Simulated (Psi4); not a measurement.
# H2S (SMILES S) at wB97M-V/cc-pVTZ (density fitting with cc-pvqz-jkfit, sweep point 5)

Aim: the vertical ionisation energy of H2S at wB97M-V/cc-pVTZ (density fitting with cc-pvqz-jkfit, sweep point 5), from 2 runs. 

The calculation is run with Psi4 1.11.

2 further runs of the same task are left out: 2 set aside as unsound or not needed.

## Step 1: The system as given

H2S: 3 atoms, total charge 0, spin state singlet. SMILES: `S`. The shape is that of a PBE0-D4/def2-TZVP optimisation.

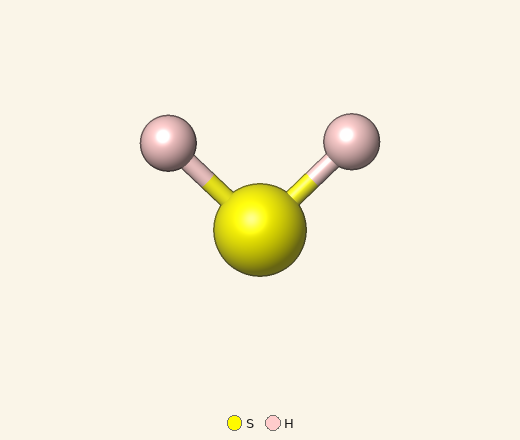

Viewed from a chosen angle; sulfur yellow, hydrogen pink.

## Step 2: A single-point energy at wB97M-V/cc-pVTZ (density fitting with cc-pvqz-jkfit, sweep point 5)

input.inp

```
memory 1600 MB

molecule {
  S      0.93635929    -0.53025715     0.46090420
  H      0.18500419     1.88537975     0.30689152
  H     -1.12136348    -1.35512260    -0.76779572
  units au
  symmetry c1
}

set {
  puream true
  scf_type df
  dft_radial_points 99
  dft_spherical_points 590
  df_basis_scf cc-pvqz-jkfit
}

e_tot = energy('wb97m-v/cc-pVTZ')
```

The run is started by

```
$ psi4 -n 1 input.inp input.out
```

input.out:

```text
[...]
  Running in c1 symmetry.
[...]
  Nuclear repulsion =   12.899079527231992
[...]
  Multiplicity = 1
[...]
  Nalpha       = 9
  Nbeta        = 9
[...]
    Number of basis functions: 62
[...]
   @DF-RKS iter   1:  -399.33990323300344   -2.04286e-01   4.46498e-03 ADIIS/DIIS
[...]
   @DF-RKS iter   7:  -399.37855032180676   -4.90013e-09   1.56266e-07 DIIS
[...]
    Orbital Energies [Eh]
    ---------------------
    Doubly Occupied:
       1A    -89.206614     2A     -8.123042     3A     -6.033130
       4A     -6.030300     5A     -6.024674     6A     -0.860209
       7A     -0.539937     8A     -0.463345     9A     -0.358147
[...]
  @DF-RKS Final Energy:  -399.37855032180676
   => Energetics <=
    Nuclear Repulsion Energy =             12.8990795272319918
    One-Electron Energy =                -576.6928688340456119
    Two-Electron Energy =                 184.4980458576361286
    DFT Exchange-Correlation Energy =     -20.1585499728059716
    Empirical Dispersion Energy =           0.0000000000000000
    VV10 Nonlocal Energy =                  0.0757431001767938
    Total Energy =                       -399.3785503218066992
[...]
 Multipole Moments:
 ------------------------------------------------------------------------------------
     Multipole            Electronic (a.u.)      Nuclear  (a.u.)        Total (a.u.)
 ------------------------------------------------------------------------------------
 L = 1.  Multiply by 2.5417464519 to convert [e a0] to [Debye]
 Dipole X            :          1.0811053           -1.4581145           -0.3770092
 Dipole Y            :         -0.5523788            0.7450325            0.1926536
 Dipole Z            :         -0.0000000            0.0000000           -0.0000000
 Magnitude           :                                                    0.4233809
[...]
```

Wall time 21 s (1 thread of AMD EPYC 7B13 (Zen 3), shared host); peak memory 1.1 GiB.

## Step 3: The doublet cation

input.in

```
memory 1.6 GB

molecule {
  1 2
  S      0.93635929    -0.53025715     0.46090420
  H      0.18500419     1.88537975     0.30689152
  H     -1.12136348    -1.35512260    -0.76779572
  units au
  symmetry c1
}

set {
  basis cc-pVTZ
  reference uks
  puream true
  scf_type df
  dft_radial_points 99
  dft_spherical_points 590
  df_basis_scf cc-pvqz-jkfit
  maxiter 150
}

E = energy('wb97m-v')
```

The run is started by

```
$ psi4 -i input.in -o input.out -n 1
```

input.out:

```text
[...]
  Running in c1 symmetry.
[...]
  Nuclear repulsion =   12.899079527231992
[...]
  Multiplicity = 2
[...]
  Nalpha       = 9
  Nbeta        = 8
[...]
    Number of basis functions: 62
[...]
   @DF-UKS iter   1:  -398.97426240367918    1.61355e-01   2.77950e-03 DIIS/ADIIS
[...]
   @DF-UKS iter   8:  -398.99602478200086   -1.83850e-08   2.68675e-07 DIIS
[...]
   @S^2 Observed:                7.529156901E-01
[...]
    Orbital Energies [Eh]
    ---------------------
    Alpha Occupied:
       1A    -89.610228     2A     -8.519952     3A     -6.437292
       4A     -6.425622     5A     -6.422510     6A     -1.226920
       7A     -0.873840     8A     -0.804840     9A     -0.741087
    Alpha Virtual:
      10A     -0.189742    11A     -0.169052    12A      0.002942
      13A      0.011611    14A      0.066604    15A      0.076023
      16A      0.085782    17A      0.096918    18A      0.103792
      19A      0.189729    20A      0.253669    21A      0.399703
      22A      0.444944    23A      0.606489    24A      0.635979
      25A      0.670475    26A      0.705963    27A      0.971367
[...]
  @DF-UKS Final Energy:  -398.99602478200086
   => Energetics <=
    Nuclear Repulsion Energy =             12.8990795272319918
    One-Electron Energy =                -570.0125152428204274
    Two-Electron Energy =                 178.0563598985827980
    DFT Exchange-Correlation Energy =     -20.0116887047005712
    Empirical Dispersion Energy =           0.0000000000000000
    VV10 Nonlocal Energy =                  0.0727397397054742
    Total Energy =                       -398.9960247820008021
[...]
 Multipole Moments:
 ------------------------------------------------------------------------------------
     Multipole            Electronic (a.u.)      Nuclear  (a.u.)        Total (a.u.)
 ------------------------------------------------------------------------------------
 L = 1.  Multiply by 2.5417464519 to convert [e a0] to [Debye]
 Dipole X            :          0.8851760           -1.4581145           -0.5729385
 Dipole Y            :         -0.4522988            0.7450325            0.2927337
 Dipole Z            :         -0.0000000            0.0000000           -0.0000000
 Magnitude           :                                                    0.6433906
[...]
```

Run time: 26 s. Hardware: 1 thread of AMD EPYC 7B13 (Zen 3), shared host; peak memory 1.1 GiB.

## Step 4: Summary of results

Level: wB97M-V/cc-pVTZ (density fitting with cc-pvqz-jkfit, sweep point 5).

```
                                          quantity          value
                         singlet H2S: total energy  -399.37855 Eh
                        singlet H2S: dipole moment         1.08 D
                          singlet H2S: HOMO energy       -9.75 eV
                          singlet H2S: LUMO energy        2.39 eV
                        singlet H2S: HOMO–LUMO gap       12.13 eV
                      doublet cation: total energy  -398.99602 Eh
doublet cation: HOMO energy (highest over α and β)      -20.17 eV
 doublet cation: LUMO energy (lowest over α and β)      -11.00 eV
                              doublet cation: ⟨S²⟩          0.753
vertical ionisation energy (to the doublet cation)      10.409 eV
```

In words: Removing an electron at fixed nuclei costs 10.41 eV (240 kcal/mol). The negative HOMO energy of the first species, 9.75 eV, lies 0.66 eV below that difference.
